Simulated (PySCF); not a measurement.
# CH4ClSi (SMILES [SiH3][CH]Cl): NEVPT2(11,10)/6-31G (sfX2C, density fitting)

What is the energy difference between two shapes of CH4ClSi at NEVPT2(11,10)/6-31G (sfX2C, density fitting)? Input form: a Python script.

The calculation is run with PySCF 2.14.0.

2 further runs of the same task are left out: 2 set aside as unsound or not needed.

## (1) Starting point

CH4ClSi has 7 atoms, charge 0, and is taken as a doublet. As SMILES, `[SiH3][CH]Cl`. The shape is that of a GFN2-xTB optimisation.

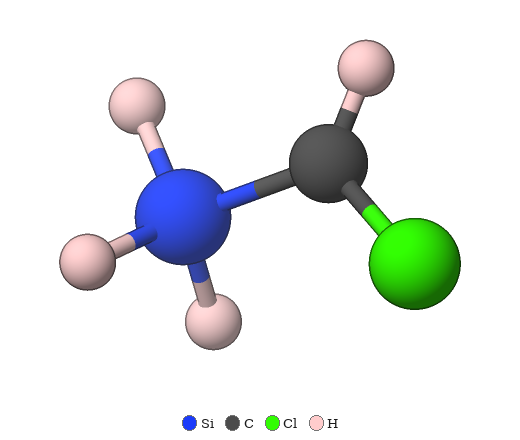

Viewed from a chosen angle; silicon blue, carbon dark grey, chlorine green, hydrogen pink.

## (2) The energy at NEVPT2(11,10)/6-31G (sfX2C, density fitting)

input.py reads:

```python
# [SiH3][CH]Cl
from pyscf import gto, scf, mcscf, mrpt
from pyscf import df

molecule = gto.Mole()
molecule.atom = [
    ('Si', (-0.682180, 0.341260, -0.284310)),
    ('C', (0.961750, -0.300430, 0.296940)),
    ('Cl', (1.102660, -1.778310, 1.107020)),
    ('H', (-1.302230, -0.615500, -1.205790)),
    ('H', (-0.398010, 1.610760, -0.949180)),
    ('H', (-1.587970, 0.533440, 0.853480)),
    ('H', (1.905980, 0.208770, 0.181860)),
]
molecule.verbose = 3
molecule.symmetry = True
molecule.cart = True
molecule.basis = '6-31g'
molecule.max_memory = 1860
molecule.spin = 1
molecule.build()

mf = scf.ROHF(molecule)
mf = mf.x2c()
mf = mf.density_fit(auxbasis=df.aug_etb(molecule, beta=2.0))
mf.max_cycle = 100
mf.kernel()

cas = mcscf.CASSCF(mf, 10, 11)
cas.fix_spin_(ss=0.75)
cas.natorb = True
cas.kernel()
e_pt2 = mrpt.NEVPT(cas).kernel()
e_final = cas.e_tot + e_pt2
print('E = %.10f Eh' % e_final)
```

Command:

```bash
$ OMP_NUM_THREADS=1 python input.py
```

The program printed:

```text
converged SCF energy = -790.25266707774
CASSCF energy = -790.326737809480
CASCI E = -790.326737809480  E(CI) = -21.9900358548454  S^2 = 0.7500000
Sr    (-1)',   E = -0.01844052301477
Si    (+1)',   E = -0.00166403049943
Sijrs (0)  ,   E = -0.03154997459623
Sijr  (+1) ,   E = -0.00501963280988
Srsi  (-1) ,   E = -0.02201350757609
Srs   (-2) ,   E = -0.01233674649530
Sij   (+2) ,   E = -0.00203651987998
Sir   (0)' ,   E = -0.02246684176036
Nevpt2 Energy = -0.115527776632046
E = -790.4422655861 Eh
```

Run time: 67 s. Hardware: 1 thread of Arm Neoverse V1, shared host; peak memory 0.17 GiB.

## (3) The distorted shape, same level

run.py reads:

```python
from pyscf import gto, mcscf, mrpt
from pyscf import df

system = gto.Mole()
system.atom = [
    ('Si', (-0.691695, 0.323922, -0.225016)),
    ('C', (0.970948, -0.282940, 0.292204)),
    ('Cl', (1.057413, -1.781978, 1.134254)),
    ('H', (-1.269973, -0.621348, -1.216165)),
    ('H', (-0.377645, 1.587380, -0.928468)),
    ('H', (-1.588656, 0.525317, 0.834027)),
    ('H', (1.882266, 0.163802, 0.165320)),
]
system.cart = True
system.basis = '6-31g'
system.symmetry = True
system.max_memory = 1860
system.verbose = 3
system.spin = 1
system.build()

mf = system.ROHF()
mf = mf.sfx2c1e()
mf = mf.density_fit(auxbasis=df.aug_etb(system, beta=2.0))
mf.max_cycle = 100
mf.kernel()

cas = mcscf.CASSCF(mf, 10, 11)
cas.fix_spin_(ss=0.75)
cas.natorb = True
cas.kernel()
e_pt2 = mrpt.NEVPT(cas).kernel()
e_tot = cas.e_tot + e_pt2
print(f'total energy: {e_tot:.8f} hartree')
```

Command:

```bash
$ OMP_NUM_THREADS=1 python run.py
```

The program printed:

```text
converged SCF energy = -790.249434200432
CASSCF energy = -790.323461177113
CASCI E = -790.323461177113  E(CI) = -22.0068171243437  S^2 = 0.7500000
Sr    (-1)',   E = -0.01845761960339
Si    (+1)',   E = -0.00166490031153
Sijrs (0)  ,   E = -0.03105269077104
Sijr  (+1) ,   E = -0.00494048987816
Srsi  (-1) ,   E = -0.02201733165397
Srs   (-2) ,   E = -0.01237971297286
Sij   (+2) ,   E = -0.00202713466401
Sir   (0)' ,   E = -0.02201244882629
Nevpt2 Energy = -0.114552328681260
total energy: -790.43801351 hartree
```

It took 76 s on 1 thread of Arm Neoverse V1, shared host; peak memory 0.17 GiB.

## (4) Outcome

At NEVPT2(11,10)/6-31G (sfX2C, density fitting):

| quantity | value |
| --- | --- |
| first shape: total energy | -790.44227 Eh |
| first shape: dipole moment (Hartree–Fock density) | 1.82 D |
| distorted shape: total energy | -790.43801 Eh |
| distorted shape: dipole moment (Hartree–Fock density) | 1.73 D |
| energy change with the atoms displaced | 0.116 eV |

In words: With the atoms displaced the energy rises by 0.12 eV (2.7 kcal/mol). The first shape isn't relaxed at this level, so the change isn't measured from a minimum.
